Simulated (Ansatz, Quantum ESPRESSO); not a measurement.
**SrCl2 (Fm-3m): phonons by linear response**

How does SrCl2 (Fm-3m) vibrate, and is this structure a minimum?

Program: Quantum ESPRESSO 7.5. Level of theory: DFT PBE, scalar-relativistic, plane waves, GBRV ultrasoft pseudopotentials. Results are calculated unless marked as measured.

### Step 1. The starting structure

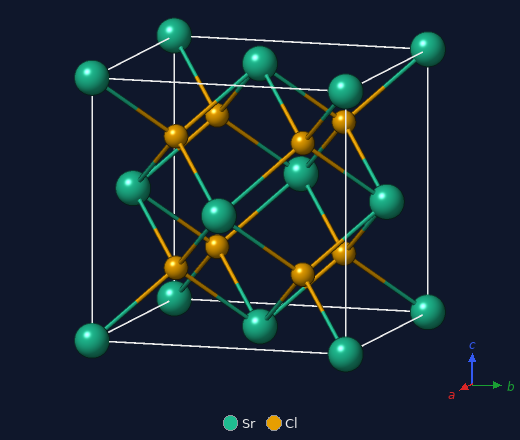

The cell as given, slightly off an axis (strontium teal, chlorine orange). This picture shows the conventional cell, with its axes. Some periodic images of atoms are drawn too.

### Step 2. A probe with smearing

Before anything dear is run, a loose run with smearing shows whether this is a metal and how far the cell is from rest.

File probe.in:

```
 &control
    calculation='scf',
    prefix='x',
    outdir='./tmp',
    pseudo_dir='./pseudo',
    tprnfor=.true.,
    tstress=.true.,
    verbosity='high',
 /
 &system
    ibrav=0,
    nat=3,
    ntyp=2,
    ecutwfc=40.0,
    ecutrho=240.0,
    occupations='smearing',
    smearing='gaussian',
    degauss=0.01,
 /
 &electrons
    conv_thr=1.0d-07,
    mixing_beta=0.7,
    electron_maxstep=100,
 /
ATOMIC_SPECIES
 Sr     87.6200  Sr.upf
 Cl     35.4500  Cl.upf
CELL_PARAMETERS angstrom
    -3.488350000    0.000000000    3.488350000
     0.000000000    3.488350000    3.488350000
    -3.488350000    3.488350000    0.000000000
ATOMIC_POSITIONS crystal
 Sr     0.000000000   0.000000000   0.000000000
 Cl     0.750000000   0.750000000   0.750000000
 Cl     0.250000000   0.250000000   0.250000000
K_POINTS automatic
 4 4 4 0 0 0
```

Run with:

```console
$ OMP_NUM_THREADS=1 mpirun -n 4 pw.x -nk 4 -in probe.in > probe.out
```

Output:

```text
[banners, grids, parts of the stress and lines that vanish by symmetry left out]
Program PWSCF v.7.5
     Message from routine setup:
     using ibrav=0 with symmetry is DISCOURAGED, use correct ibrav instead
[...]
kinetic-energy cutoff     =      40.0000  Ry
     charge density cutoff     =     240.0000  Ry
     scf convergence threshold =      1.0E-07
[...]
Exchange-correlation=  SLA  PW   PBX  PBC
                           (   1   4   3   4   0   0   0)
[...]
48 Sym. Ops., with inversion, found
[...]
(     0          1          0      )
                  (     0          0          1      )
[...]
(  0.0000000  1.0000000  0.0000000 )
                  ( -0.0000000 -0.0000000  1.0000000 )
[...]
(     1          0         -1      )
                  (     0          0         -1      )
[...]
(     0          1         -1      )
                  (     0          1          0      )
[...]
( -1.0000000  0.0000000  0.0000000 )
                  (  0.0000000  1.0000000 -0.0000000 )
[...]
number of k points=     8  Gaussian smearing, width (Ry)=  0.0100
[...]
End of self-consistent calculation
[...]
the Fermi energy is     5.4405 ev
!    total energy              =    -137.27955169 Ry
[...]
convergence has been achieved in   8 iterations
[...]
atom    1 type  1   force =    -0.00000000   -0.00000000   -0.00000000
     atom    2 type  2   force =    -0.00000000   -0.00000000   -0.00000000
     atom    3 type  2   force =    -0.00000000   -0.00000000    0.00000000
[...]
Total force =     0.000000     Total SCF correction =     0.000000
[...]
total   stress  (Ry/bohr**3)                   (kbar)     P=        9.62
[...]
XML data file, charge density, pseudopotentials, collected wavefunctions

   JOB DONE.
```

Wall time 4.3 s (4 MPI ranks of Arm Neoverse V1, shared host).

This step gave:

```yaml
volume_per_atom: 28.30 Å³
pressure: 0.9620 GPa
gap_on_the_k_mesh: 5.344 eV
```

A gap of 5.3 eV opens on this mesh, so the crystal is taken as an insulator; the start stands at 0.96 GPa.

### Step 3. Relaxing the cell and atoms

Frequencies change by per cents with a per cent of volume, so the structure is first brought to rest at this level of theory.

File relax.in:

```
 &control
    calculation='vc-relax',
    prefix='x',
    outdir='./tmp',
    pseudo_dir='./pseudo',
    tprnfor=.true.,
    tstress=.true.,
    forc_conv_thr=2.0d-05,
    etot_conv_thr=1.0d-07,
    nstep=40,
 /
 &system
    ibrav=0,
    nat=3,
    ntyp=2,
    ecutwfc=40.0,
    ecutrho=240.0,
    occupations='fixed',
    nbnd=14,
 /
 &electrons
    conv_thr=1.0d-11,
    mixing_beta=0.7,
    electron_maxstep=100,
 /
 &ions
 /
 &cell
    press_conv_thr=0.1,
 /
ATOMIC_SPECIES
 Sr     87.6200  Sr.upf
 Cl     35.4500  Cl.upf
CELL_PARAMETERS angstrom
    -3.488350000    0.000000000    3.488350000
     0.000000000    3.488350000    3.488350000
    -3.488350000    3.488350000    0.000000000
ATOMIC_POSITIONS crystal
 Sr     0.000000000   0.000000000   0.000000000
 Cl     0.750000000   0.750000000   0.750000000
 Cl     0.250000000   0.250000000   0.250000000
K_POINTS automatic
 6 6 6 0 0 0
```

Run with:

```console
$ OMP_NUM_THREADS=1 mpirun -n 4 pw.x -nk 4 -in relax.in > relax.out
```

Output:

```text
[banners, grids, parts of the stress and lines that vanish by symmetry left out]
[banner, memory and clock lines left out]
Program PWSCF v.7.5

[...]
kinetic-energy cutoff     =      40.0000  Ry
     charge density cutoff     =     240.0000  Ry
     scf convergence threshold =      1.0E-11
[...]
energy convergence thresh.=      1.0E-07
     force convergence thresh. =      2.0E-05
     press convergence thresh. =      1.0E-01
     Exchange-correlation=  SLA  PW   PBX  PBC
                           (   1   4   3   4   0   0   0)
[...]
48 Sym. Ops., with inversion, found
[...]
number of k points=    16
[...]
End of self-consistent calculation
[...]
highest occupied, lowest unoccupied level (ev):     3.1600    8.5039
!    total energy              =    -137.27955720 Ry
[...]
convergence has been achieved in  11 iterations
[...]
atom    1 type  1   force =     0.00000000    0.00000000    0.00000000
     atom    2 type  2   force =     0.00000000   -0.00000000    0.00000000
     atom    3 type  2   force =    -0.00000000    0.00000000   -0.00000000
     Total force =     0.000000     Total SCF correction =     0.000000
[...]
total   stress  (Ry/bohr**3)                   (kbar)     P=        9.62
[...]
number of bfgs steps    =   0
[...]
CELL_PARAMETERS (angstrom)
[...]
ATOMIC_POSITIONS (crystal)
Sr               0.0000000000        0.0000000000        0.0000000000
Cl               0.7500000000        0.7500000000        0.7500000000
Cl               0.2500000000        0.2500000000        0.2500000000
[...]
New effective cutoffs (rho, wfc):  239.06   39.87
[...]
End of self-consistent calculation
[...]
highest occupied, lowest unoccupied level (ev):     3.1134    8.4382
!    total energy              =    -137.27972344 Ry
[...]
convergence has been achieved in   6 iterations
[...]
atom    1 type  1   force =     0.00000000    0.00000000    0.00000000
     atom    2 type  2   force =    -0.00000000    0.00000000   -0.00000000
     atom    3 type  2   force =     0.00000000    0.00000000    0.00000000
     Total force =     0.000000     Total SCF correction =     0.000000
[...]
total   stress  (Ry/bohr**3)                   (kbar)     P=        7.77
[...]
number of bfgs steps    =   1
[...]
WARNING: bfgs curvature condition failed, Theta= 0.986
[...]
CELL_PARAMETERS (angstrom)
[...]
ATOMIC_POSITIONS (crystal)
Sr               0.0000000000        0.0000000000        0.0000000000
[...]
New effective cutoffs (rho, wfc):  238.20   39.73
[...]
End of self-consistent calculation
[...]
highest occupied, lowest unoccupied level (ev):     3.0625    8.3663
!    total energy              =    -137.27986654 Ry
[...]
convergence has been achieved in   7 iterations
[...]
atom    1 type  1   force =     0.00000000    0.00000000    0.00000000
     atom    2 type  2   force =     0.00000000    0.00000000    0.00000000
     atom    3 type  2   force =     0.00000000    0.00000000    0.00000000
     Total force =     0.000000     Total SCF correction =     0.000000
[...]
total   stress  (Ry/bohr**3)                   (kbar)     P=        5.79
[...]
number of bfgs steps    =   2
[...]
CELL_PARAMETERS (angstrom)
[...]
ATOMIC_POSITIONS (crystal)
[...]
New effective cutoffs (rho, wfc):  236.93   39.51
[...]
End of self-consistent calculation
[...]
highest occupied, lowest unoccupied level (ev):     2.9869    8.2595
!    total energy              =    -137.28000468 Ry
[...]
convergence has been achieved in   7 iterations
[...]
atom    1 type  1   force =     0.00000000    0.00000000    0.00000000
     atom    2 type  2   force =    -0.00000000   -0.00000000    0.00000000
     atom    3 type  2   force =     0.00000000    0.00000000    0.00000000
     Total force =     0.000000     Total SCF correction =     0.000000
[...]
total   stress  (Ry/bohr**3)                   (kbar)     P=        2.91
[...]
number of bfgs steps    =   3
[...]
CELL_PARAMETERS (angstrom)
[...]
ATOMIC_POSITIONS (crystal)
[...]
New effective cutoffs (rho, wfc):  235.64   39.30
[...]
End of self-consistent calculation
[...]
highest occupied, lowest unoccupied level (ev):     2.9105    8.1513
!    total energy              =    -137.28005330 Ry
[...]
convergence has been achieved in   7 iterations
[...]
atom    1 type  1   force =    -0.00000000   -0.00000000    0.00000000
     atom    2 type  2   force =    -0.00000000   -0.00000000    0.00000000
     atom    3 type  2   force =     0.00000000    0.00000000   -0.00000000
     Total force =     0.000000     Total SCF correction =     0.000000
[...]
total   stress  (Ry/bohr**3)                   (kbar)     P=        0.08
[...]
number of bfgs steps    =   4
[...]
CELL_PARAMETERS (angstrom)
[...]
ATOMIC_POSITIONS (crystal)
[...]
New effective cutoffs (rho, wfc):  235.60   39.29
[...]
End of self-consistent calculation
[...]
highest occupied, lowest unoccupied level (ev):     2.9084    8.1483
!    total energy              =    -137.28005333 Ry
[...]
convergence has been achieved in   5 iterations
[...]
atom    1 type  1   force =    -0.00000000   -0.00000000    0.00000000
     atom    2 type  2   force =     0.00000000    0.00000000   -0.00000000
     atom    3 type  2   force =    -0.00000000   -0.00000000    0.00000000
     Total force =     0.000000     Total SCF correction =     0.000000
[...]
total   stress  (Ry/bohr**3)                   (kbar)     P=        0.00
[...]
bfgs converged in   6 scf cycles and   5 bfgs steps
[...]
End of BFGS Geometry Optimization
     Final enthalpy           =    -137.2800533321 Ry
     File ./tmp/x.bfgs deleted, as requested
[...]
CELL_PARAMETERS (angstrom)
[...]
ATOMIC_POSITIONS (crystal)
[...]
Cl               0.7500000000        0.7500000000        0.7500000000
Cl               0.2500000000        0.2500000000        0.2500000000
[...]
Final scf calculation at the relaxed structure.
[...]
kinetic-energy cutoff     =      40.0000  Ry
     charge density cutoff     =     240.0000  Ry
     scf convergence threshold =      1.0E-13
[...]
press convergence thresh. =      1.0E-01
     Exchange-correlation=  SLA  PW   PBX  PBC
                           (   1   4   3   4   0   0   0)
[...]
48 Sym. Ops., with inversion, found
[...]
number of k points=    16
[...]
c_bands:  1 eigenvalues not converged
[...]
End of self-consistent calculation
[...]
highest occupied, lowest unoccupied level (ev):     2.9084    8.1482
!    total energy              =    -137.28007327 Ry
[...]
convergence has been achieved in  14 iterations
[...]
atom    1 type  1   force =     0.00000000    0.00000000    0.00000000
     atom    2 type  2   force =     0.00000000    0.00000000   -0.00000000
     atom    3 type  2   force =     0.00000000   -0.00000000    0.00000000
     Total force =     0.000000     Total SCF correction =     0.000000
[...]
total   stress  (Ry/bohr**3)                   (kbar)     P=        0.05
[...]
XML data file, charge density, pseudopotentials, collected wavefunctions
```

Wall time 34 s (4 MPI ranks); 2.3 min of CPU time.

Relaxation path:

| step | energy less that of the first step (eV) | largest force (eV/Å) | pressure (GPa) | volume (Å³) |
| --- | --- | --- | --- | --- |
| 1 | 0.0000 | 0.0000 | 0.96 | 84.90 |
| 2 | -0.0023 | 0.0000 | 0.78 | 85.31 |
| 3 | -0.0042 | 0.0000 | 0.58 | 85.77 |
| 4 | -0.0061 | 0.0000 | 0.29 | 86.47 |
| 5 | -0.0068 | 0.0000 | 0.01 | 87.18 |
| 6 | -0.0068 | 0.0000 | 0.00 | 87.20 |
| 7 | -0.0070 | 0.0000 | 0.01 | 87.20 |

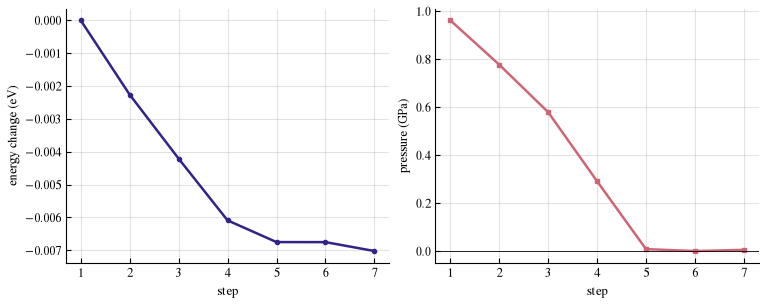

Energy and pressure along the relaxation.

```csv
"conventional cell, symmetrised",before,after,change
a (Å),6.977,7.039,+0.9 %
b (Å),6.977,7.039,+0.9 %
c (Å),6.977,7.039,+0.9 %
volume (Å³/atom),28.30,29.07,+2.7 %
```

Final coordinates:

```
Sr Cl
1.0
    -3.51962    0.00000    3.51962
     0.00000    3.51962    3.51962
    -3.51962    3.51962    0.00000
Sr Cl
1 2
Direct
  0.00000 0.00000 0.00000
  0.75000 0.75000 0.75000
  0.25000 0.25000 0.25000
```

The last row of the table of steps is pw.x's closing run on a basis chosen anew for the final cell, so its energy can jump.

Numbers from this step:

- volume per atom: 29.07 Å³
- pressure: 0.005 GPa
- gap on the k-mesh: 5.240 eV

The volume changes by +2.7 % from the cell with which this run began.

### Step 4. Self-consistent run for the response

The response is built on this ground state, so it is converged far tighter than an energy would need. With a gap, occupations are fixed, which also allows the response to an electric field.

File scf.in:

```
 &control
    calculation='scf',
    prefix='x',
    outdir='./tmp',
    pseudo_dir='./pseudo',
    tprnfor=.true.,
    tstress=.true.,
 /
 &system
    ibrav=0,
    nat=3,
    ntyp=2,
    ecutwfc=40.0,
    ecutrho=240.0,
    occupations='fixed',
    nbnd=14,
 /
 &electrons
    conv_thr=1.0d-12,
    mixing_beta=0.7,
    electron_maxstep=100,
 /
ATOMIC_SPECIES
 Sr     87.6200  Sr.upf
 Cl     35.4500  Cl.upf
CELL_PARAMETERS angstrom
    -3.519622801    0.000000000    3.519622801
     0.000000000    3.519622801    3.519622801
    -3.519622801    3.519622801    0.000000000
ATOMIC_POSITIONS crystal
 Sr     0.000000000   0.000000000   0.000000000
 Cl     0.750000000   0.750000000   0.750000000
 Cl     0.250000000   0.250000000   0.250000000
K_POINTS automatic
 6 6 6 0 0 0
```

Run with:

```console
$ OMP_NUM_THREADS=1 mpirun -n 4 pw.x -nk 4 -in scf.in > scf.out
```

Output:

```text
[banners, grids, parts of the stress and lines that vanish by symmetry left out]
[banner, memory and clock lines left out]
Program PWSCF v.7.5

[...]
kinetic-energy cutoff     =      40.0000  Ry
     charge density cutoff     =     240.0000  Ry
     scf convergence threshold =      1.0E-12
[...]
Exchange-correlation=  SLA  PW   PBX  PBC
                           (   1   4   3   4   0   0   0)
[...]
48 Sym. Ops., with inversion, found
[...]
number of k points=    16
[...]
End of self-consistent calculation
[...]
highest occupied, lowest unoccupied level (ev):     2.9084    8.1482
!    total energy              =    -137.28007327 Ry
[...]
convergence has been achieved in  12 iterations
[...]
atom    1 type  1   force =     0.00000000    0.00000000    0.00000000
     atom    2 type  2   force =     0.00000000   -0.00000000    0.00000000
     atom    3 type  2   force =    -0.00000000    0.00000000   -0.00000000
     Total force =     0.000000     Total SCF correction =     0.000000
[...]
total   stress  (Ry/bohr**3)                   (kbar)     P=        0.04
[...]
XML data file, charge density, pseudopotentials, collected wavefunctions
```

Wall time 8 s (4 MPI ranks); 32 s of CPU time.

This step gave:

* pressure: 0.004 GPa

The cell stands at 0.004 GPa, close enough for phonons.

(Part 1 of 3 ends here.)

[Host names and launcher messages were left out of these logs when they were recorded.]

[Logs are printed without paths, hosts, clocks, repeated set-up lines and the standing remarks that a program may print on its own settings, such as how far it seeks lower states.]

[Hosts, paths, dates, database ids (printed as entryN), source tags and the programs' standing remarks are cut or masked in the printed files.]
